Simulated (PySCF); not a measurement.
**GaHBrClO (SMILES [OH][Ga]([Cl])[Br]): levels of theory compared**

We compute a comparison of 6 runs (PBE0/def2-SVP, B3LYP/6-31G*, BP86/def2-SVPD, M06-2X/6-311G**, B3LYP/cc-pVTZ, PBE0/def2-TZVP) of GaHBrClO. Input form: a Python script.

The results are computed with PySCF 2.14.0.

1 further run of the same task is left out (set aside as unsound or not needed).

## Step 1: The structure to begin with

GaHBrClO has 5 atoms, charge 0, and is taken as a singlet. SMILES: `[OH][Ga]([Cl])[Br]`. The coordinates come from a PBE0-D4/def2-TZVP relaxation. This is one conformer, not always the lowest.

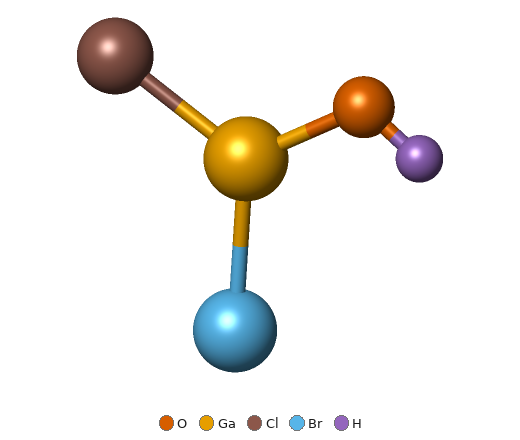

The structure, seen from a chosen angle (oxygen orange, gallium amber, chlorine brown, bromine blue, hydrogen purple).

## Step 2: Energy and gradient at PBE0/def2-SVP (run 1)

The input, run.py:

```python
import pyscf.grad
from pyscf import gto, dft

molecule = gto.M(
    atom='''
O      0.357700     1.332300     0.323400
Ga     0.112500    -0.395200     0.051000
Cl     1.434300    -1.746400     0.992800
Br    -1.570800    -1.143600    -1.270400
H     -0.283600     1.879100    -0.138200
''',
    max_memory=1860,
    verbose=4,
    basis='def2-svp',
)

myscf = dft.RKS(molecule, xc='pbe0')
myscf.conv_tol = 1e-10
myscf.grids.level = 5
myscf.kernel()
if not myscf.converged:
    myscf = myscf.newton().run(myscf.mo_coeff, myscf.mo_occ)

e_tot = myscf.e_tot
print('Final energy', e_tot)
grad = myscf.Gradients().kernel()
myscf.analyze()
```

On the command line:

```bash
$ OMP_NUM_THREADS=1 python run.py
```

Output:

```text
PySCF version 2.14.0

[INPUT] num. atoms = 5
[INPUT] num. electrons = 92
[INPUT] charge = 0
[INPUT] spin (= nelec alpha-beta = 2S) = 0
[INPUT] symmetry False subgroup None
[INPUT] Mole.unit = angstrom
[INPUT] Symbol           X                Y                Z      unit          X                Y                Z       unit  Magmom
[INPUT]  1 O      0.357700000000   1.332300000000   0.323400000000 AA    0.675955034757   2.517682115758   0.611137428684 Bohr   0.0
[INPUT]  2 Ga     0.112500000000  -0.395200000000   0.051000000000 AA    0.212594189014  -0.746819764428   0.096376032353 Bohr   0.0
[INPUT]  3 Cl     1.434300000000  -1.746400000000   0.992800000000 AA    2.710434180464  -3.300217703940   1.876120096468 Bohr   0.0
[INPUT]  4 Br    -1.570800000000  -1.143600000000  -1.270400000000 AA   -2.968381796467  -2.161090796053  -2.400708068647 Bohr   0.0
[INPUT]  5 H     -0.283600000000   1.879100000000  -0.138200000000 AA   -0.535926328927   3.550984360670  -0.261160150415 Bohr   0.0

[... 84 lines left out ...]
MO #1   energy= -483.205975641668  occ= 2
[... 9 lines left out ...]
MO #11  energy= -40.8153968305234  occ= 2
[... 9 lines left out ...]
MO #21  energy= -5.62305957733255  occ= 2
[... 9 lines left out ...]
MO #31  energy= -0.930299728642167 occ= 2
[... 9 lines left out ...]
MO #41  energy= -0.369389434960354 occ= 2
[... 9 lines left out ...]
MO #51  energy= 0.101117085654122  occ= 0
[... 9 lines left out ...]
MO #61  energy= 0.495235301085009  occ= 0
[... 9 lines left out ...]
MO #71  energy= 0.799830778289178  occ= 0
[... 9 lines left out ...]
MO #81  energy= 1.20301302791607   occ= 0
[... 9 lines left out ...]
MO #91  energy= 2.28593406879388   occ= 0
[... 9 lines left out ...]
MO #101 energy= 3.72291907921631   occ= 0
[... 70 lines left out ...]
pop of  3 Br 5s           0.00236
pop of  3 Br 2px          1.99999
pop of  3 Br 2py          1.99999
pop of  3 Br 2pz          1.99999
pop of  3 Br 3px          1.99981
pop of  3 Br 3py          1.99985
pop of  3 Br 3pz          1.99983
pop of  3 Br 4px          1.67778
pop of  3 Br 4py          1.87837
pop of  3 Br 4pz          1.75694
pop of  3 Br 5px          0.00096
pop of  3 Br 5py          0.00053
pop of  3 Br 5pz          0.00078
pop of  3 Br 3dxy         1.99994
pop of  3 Br 3dyz         1.99995
pop of  3 Br 3dz^2        1.99994
pop of  3 Br 3dxz         1.99994
pop of  3 Br 3dx2-y2      1.99994
pop of  3 Br 4dxy         0.00233
pop of  3 Br 4dyz         0.00157
pop of  3 Br 4dz^2        0.00164
pop of  3 Br 4dxz         0.00439
pop of  3 Br 4dx2-y2      0.00233
pop of  3 Br 5dxy         0.00001
pop of  3 Br 5dyz         0.00001
pop of  3 Br 5dz^2        0.00001
pop of  3 Br 5dxz         0.00001
pop of  3 Br 5dx2-y2      0.00001
pop of  4 H 1s            0.65224
pop of  4 H 2s            0.01193
pop of  4 H 2px           0.00165
pop of  4 H 2py           0.00160
pop of  4 H 2pz           0.00168
 ** Mulliken atomic charges  **
charge of    0O =     -0.62904
charge of    1Ga =      0.73154
charge of    2Cl =     -0.21554
charge of    3Br =     -0.21786
charge of    4H =      0.33089
Dipole moment(X, Y, Z, Debye): -1.07595,  1.04960, -0.76796
```

Run time: 38 s. Hardware: 1 thread of Intel Xeon at 2.70GHz, shared host; peak memory 1 GiB.

## Step 3: Energy and forces at B3LYP/6-31G(d) (Cartesian functions) (run 2)

The input, run.py:

```python
import pyscf.grad
from pyscf import gto, dft

system = gto.M(
    atom='''
O      0.675955     2.517682     0.611137
Ga     0.212594    -0.746820     0.096376
Cl     2.710434    -3.300218     1.876120
Br    -2.968382    -2.161091    -2.400708
H     -0.535926     3.550984    -0.261160
''',
    basis='6-31g*',
    charge=0,
    unit='bohr',
    cart=True,
    spin=0,
    verbose=4,
    max_memory=1860,
)

calc0 = dft.RKS(system)
calc0.xc = 'b3lyp'
calc0.conv_tol = 1e-10
calc0.grids.level = 5
calc0.kernel()
if not calc0.converged:
    calc0 = calc0.newton().run(calc0.mo_coeff, calc0.mo_occ)

e_final = calc0.e_tot
print(f'total energy: {e_final:.8f} hartree')
grad = calc0.Gradients().kernel()
dip = calc0.dip_moment()
pop, q = calc0.mulliken_pop()
```

On the command line:

```bash
$ OMP_NUM_THREADS=1 python run.py
```

Output:

```text
PySCF version 2.14.0

[INPUT] num. atoms = 5
[INPUT] num. electrons = 92
[INPUT] charge = 0
[INPUT] spin (= nelec alpha-beta = 2S) = 0
[INPUT] symmetry False subgroup None
[INPUT] Mole.unit = bohr
[INPUT] Cartesian GTO integrals (6d 10f)
[INPUT] Symbol           X                Y                Z      unit          X                Y                Z       unit  Magmom
[INPUT]  1 O      0.357699981607   1.332299938743   0.323399773150 AA    0.675955000000   2.517682000000   0.611137000000 Bohr   0.0
[INPUT]  2 Ga     0.112499899978  -0.395200124659   0.050999982880 AA    0.212594000000  -0.746820000000   0.096376000000 Bohr   0.0
[INPUT]  3 Cl     1.434299904503  -1.746400156668   0.992799948951 AA    2.710434000000  -3.300218000000   1.876120000000 Bohr   0.0
[INPUT]  4 Br    -1.570800107705  -1.143600107924  -1.270399963673 AA   -2.968382000000  -2.161091000000  -2.400708000000 Bohr   0.0
[INPUT]  5 H     -0.283599825940   1.879099809142  -0.138199920404 AA   -0.535926000000   3.550984000000  -0.261160000000 Bohr   0.0

[... 64 lines left out ...]
converged SCF energy = -5034.66591715567
total energy: -5034.66591716 hartree
[... 12 lines left out ...]
Dipole moment(X, Y, Z, Debye): -1.15038,  1.13839, -0.82033
[... 73 lines left out ...]
pop of  3 Br 4s           1.62052
pop of  3 Br 5s           0.32913
pop of  3 Br 2px          1.99974
pop of  3 Br 2py          1.99978
pop of  3 Br 2pz          1.99975
pop of  3 Br 3px          1.99480
pop of  3 Br 3py          1.99572
pop of  3 Br 3pz          1.99517
pop of  3 Br 4px          1.21649
pop of  3 Br 4py          1.34876
pop of  3 Br 4pz          1.26417
pop of  3 Br 5px          0.37769
pop of  3 Br 5py          0.51903
pop of  3 Br 5pz          0.44550
pop of  3 Br 3dxx         0.94960
pop of  3 Br 3dxy         1.38941
pop of  3 Br 3dxz         1.38915
pop of  3 Br 3dyy         0.94979
pop of  3 Br 3dyz         1.38964
pop of  3 Br 3dzz         0.94965
pop of  3 Br 4dxx         0.39927
pop of  3 Br 4dxy         0.58342
pop of  3 Br 4dxz         0.58339
pop of  3 Br 4dyy         0.39889
pop of  3 Br 4dyz         0.58335
pop of  3 Br 4dzz         0.39927
pop of  3 Br 5dxx         0.01386
pop of  3 Br 5dxy         0.03065
pop of  3 Br 5dxz         0.03465
pop of  3 Br 5dyy        -0.00015
pop of  3 Br 5dyz         0.02932
pop of  3 Br 5dzz         0.00707
pop of  4  H 1s           0.47230
pop of  4  H 2s           0.09511
 ** Mulliken atomic charges  **
charge of    0O =     -0.70384
charge of    1Ga =      0.46747
charge of    2Cl =     -0.09220
charge of    3Br =     -0.10402
charge of    4H =      0.43259
```

It took 59 s on 1 thread of Intel Xeon at 2.70GHz, shared host; peak memory 1.1 GiB.

Runs 3 to 5 aren't shown in full; the table further down has their settings and results.

## Step 4: Energy and forces at PBE0/def2-TZVP (run 6)

The input, mol.xyz:

```xyz
5

O      0.357700     1.332300     0.323400
Ga     0.112500    -0.395200     0.051000
Cl     1.434300    -1.746400     0.992800
Br    -1.570800    -1.143600    -1.270400
H     -0.283600     1.879100    -0.138200
```

The input, run.py:

```python
# [OH][Ga]([Cl])[Br]
import pyscf.grad
from pyscf import gto, dft

system = gto.M(
    atom='mol.xyz',
    basis='def2-tzvp',
    max_memory=1860,
    verbose=4,
    charge=0,
)

mf = dft.RKS(system)
mf.xc = 'pbe0'
mf.conv_tol = 1e-10
mf.grids.level = 5
mf.kernel()
if not mf.converged:
    mf = mf.newton().run(mf.mo_coeff, mf.mo_occ)

e_tot = mf.e_tot
print('E = %.10f Eh' % e_tot)
grad = mf.Gradients().kernel()
dip = mf.dip_moment()
pop, q = mf.mulliken_pop()
```

On the command line:

```bash
$ OMP_NUM_THREADS=1 python run.py
```

Output:

```text
PySCF version 2.14.0

[INPUT] num. atoms = 5
[INPUT] num. electrons = 92
[INPUT] charge = 0
[INPUT] spin (= nelec alpha-beta = 2S) = 0
[INPUT] symmetry False subgroup None
[INPUT] Mole.unit = angstrom
[INPUT] Symbol           X                Y                Z      unit          X                Y                Z       unit  Magmom
[INPUT]  1 O      0.357700000000   1.332300000000   0.323400000000 AA    0.675955034757   2.517682115758   0.611137428684 Bohr   0.0
[INPUT]  2 Ga     0.112500000000  -0.395200000000   0.051000000000 AA    0.212594189014  -0.746819764428   0.096376032353 Bohr   0.0
[INPUT]  3 Cl     1.434300000000  -1.746400000000   0.992800000000 AA    2.710434180464  -3.300217703940   1.876120096468 Bohr   0.0
[INPUT]  4 Br    -1.570800000000  -1.143600000000  -1.270400000000 AA   -2.968381796467  -2.161090796053  -2.400708068647 Bohr   0.0
[INPUT]  5 H     -0.283600000000   1.879100000000  -0.138200000000 AA   -0.535926328927   3.550984360670  -0.261160150415 Bohr   0.0

[... 63 lines left out ...]
converged SCF energy = -5034.45063999255
[... 13 lines left out ...]
Dipole moment(X, Y, Z, Debye): -1.02504,  0.94923, -0.73415
[... 137 lines left out ...]
pop of  3 Br 6pz          0.42643
pop of  3 Br 3dxy         1.79070
pop of  3 Br 3dyz         1.79087
pop of  3 Br 3dz^2        1.79063
pop of  3 Br 3dxz         1.79052
pop of  3 Br 3dx2-y2      1.79070
pop of  3 Br 4dxy         0.20277
pop of  3 Br 4dyz         0.20246
pop of  3 Br 4dz^2        0.20264
pop of  3 Br 4dxz         0.20327
pop of  3 Br 4dx2-y2      0.20273
pop of  3 Br 5dxy         0.00583
pop of  3 Br 5dyz         0.00557
pop of  3 Br 5dz^2        0.00551
pop of  3 Br 5dxz         0.00675
pop of  3 Br 5dx2-y2      0.00576
pop of  3 Br 6dxy         0.00489
pop of  3 Br 6dyz         0.00393
pop of  3 Br 6dz^2        0.00495
pop of  3 Br 6dxz         0.00730
pop of  3 Br 6dx2-y2      0.00524
pop of  3 Br 4f-3         0.00027
pop of  3 Br 4f-2         0.00043
pop of  3 Br 4f-1         0.00012
pop of  3 Br 4f+0         0.00020
pop of  3 Br 4f+1         0.00046
pop of  3 Br 4f+2         0.00043
pop of  3 Br 4f+3         0.00027
pop of  4 H 1s            0.25501
pop of  4 H 2s            0.33376
pop of  4 H 3s            0.03443
pop of  4 H 2px           0.01699
pop of  4 H 2py           0.01838
pop of  4 H 2pz           0.01658
 ** Mulliken atomic charges  **
charge of    0O =     -0.51277
charge of    1Ga =      0.65403
charge of    2Cl =     -0.23070
charge of    3Br =     -0.23541
charge of    4H =      0.32485
```

Run time: 2.1 min. Hardware: 1 thread of Intel Xeon at 2.70GHz, shared host; peak memory 2.2 GiB.

## Step 5: The series

```csv
run,level,Cartesian functions,energy (Eh),dipole moment (D),HOMO energy (eV),LUMO energy (eV),wall time
1,PBE0/def2-SVP,no,-5033.637099,1.69,-8.78,-1.49,38 s
2,B3LYP/6-31G* (Cartesian functions),yes,-5034.665917,1.81,-8.56,-2.06,59 s
3,BP86/def2-SVPD,no,-5035.013432,1.56,-7.75,-2.90,68 s
4,M06-2X/6-311G**,no,-5035.154774,1.85,-10.20,-0.90,83 s
5,B3LYP/cc-pVTZ,no,-5035.406815,1.57,-8.61,-2.01,2.9 min
6,PBE0/def2-TZVP,no,-5034.450640,1.58,-8.91,-1.66,2.1 min
```

## Step 6: What came out

```
                       quantity           value
            run 6: total energy  -5034.45064 Eh
           run 6: dipole moment          1.58 D
             run 6: HOMO energy        -8.91 eV
             run 6: LUMO energy        -1.66 eV
           run 6: HOMO–LUMO gap         7.24 eV
run 6: largest force on an atom      0.020 eV/Å
```

The dipole moment (its size) runs from 1.56 D (BP86/def2-SVPD) to 1.85 D (M06-2X/6-311G**). The two ends differ in method and basis. The HOMO–LUMO gap runs from 4.86 eV (BP86/def2-SVPD) to 9.29 eV (M06-2X/6-311G**). Totals of different functionals can't be ranked against each other. All runs together took 9.1 min, the longest 2.9 min.
